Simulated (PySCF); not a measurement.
C6H7NO

The calculation's input:

```
{"job": {"kind": "nmr", "xc": "BP86", "basis": "pcSseg-1", "pop": false}, "charge": 0, "multiplicity": 1}
C      3.398732     0.738764     0.271083
C      2.268732     0.087731     0.178648
C      1.191801    -0.553768     0.069619
C      0.063101    -1.216642    -0.004963
C     -1.196290    -0.792440     0.700582
C     -2.062079    -0.154055    -0.362646
N     -1.770186     1.237124    -0.520187
O     -2.864955    -0.750645    -1.027004
H      3.488259     1.623719     0.880249
H      4.281262     0.415646    -0.257485
H     -0.019013    -2.093114    -0.634622
H     -1.705243    -1.665821     1.110234
H     -0.972589    -0.060741     1.474298
H     -2.628174     1.770622    -0.400499
H     -1.473359     1.413620    -1.477306
```

Launched as:

```sh
OMP_NUM_THREADS=1 python ens_run.py task.json out
```

Geometry: GFN2-xTB.

All numbers below come from PySCF, BP86/pcSseg-1, SCF density, gas phase, non-relativistic.

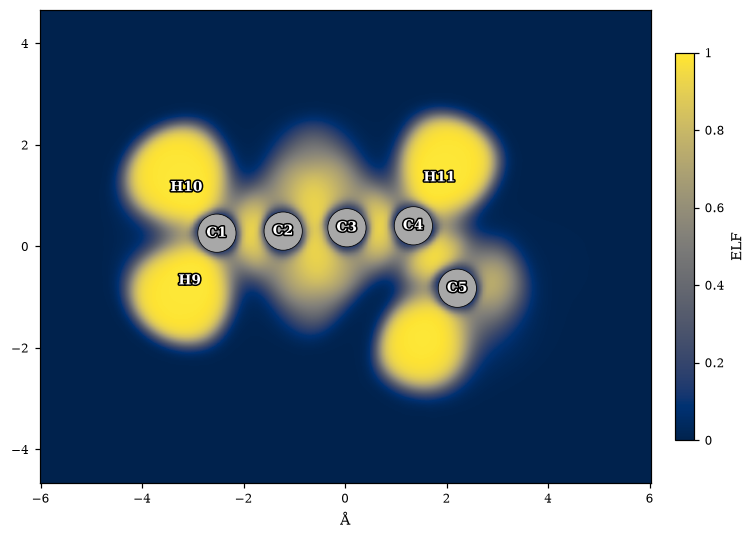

Figure 1. Electron localisation function on the plane of atoms C5, C4 and H11. Grey discs cover the atomic cores.

### Interpret the plot.

- The section cuts through C and H sites.
- C–C (1.26 Å): the ELF peaks at about 0.90 between the atoms: a short, multiple covalent bond.
- C–C (1.31 Å): the ELF peaks at about 0.90 between the atoms; a multiple bond.
- C–H (1.08 Å): the ELF climbs to about 1 towards the hydrogen, as it does in any bond to H (a covalent bond by its length).

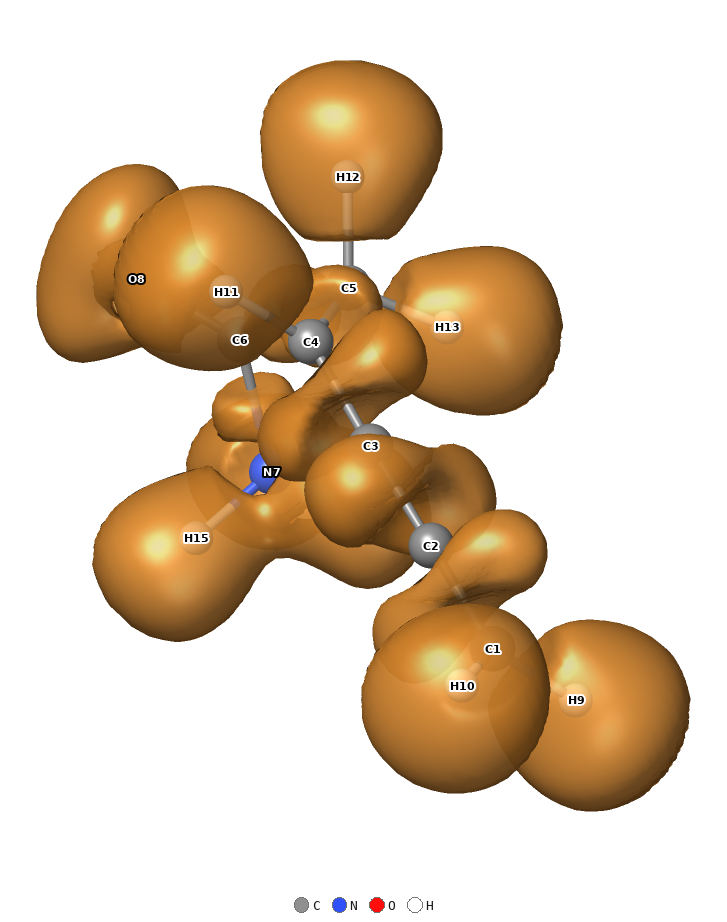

Figure 2. Isosurface of the ELF at 0.75 (orange), seen at an oblique angle. Only the valence region is drawn (cores and ρ < 0.01 e/Å³ removed).

### Describe the localisation domains.

The surface consists of five regions between bonded C–C atoms (shared pairs), five regions around hydrogen nuclei, one region on O in which the atom's valence shell and bonds are merged and one joined region spread over several atoms (H, N), in which their bonds and any lone pairs are merged. Along the contacts the grid gives the following. C–O (1.20 Å): the ELF peaks at about 0.85 between the atoms (a multiple bond).

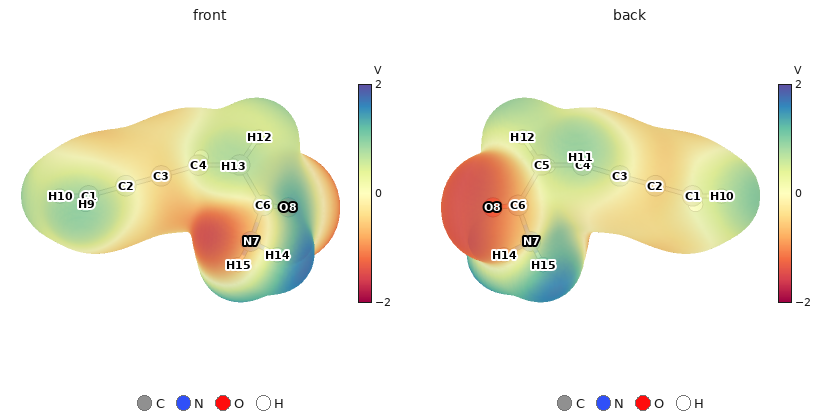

Figure 3. The molecular electrostatic potential painted on the density surface at 0.002 e/bohr³, seen from the front and from behind; the colour scale runs from red (negative) to blue (positive).

### Which sites attract a positive test charge, and which a negative one?

A positive charge is drawn to the negative regions and a negative charge to the positive ones. The most negative region (about −1.5 V) lies over N7 and O8, the most positive (about +1.7 V) over H14 and H15.
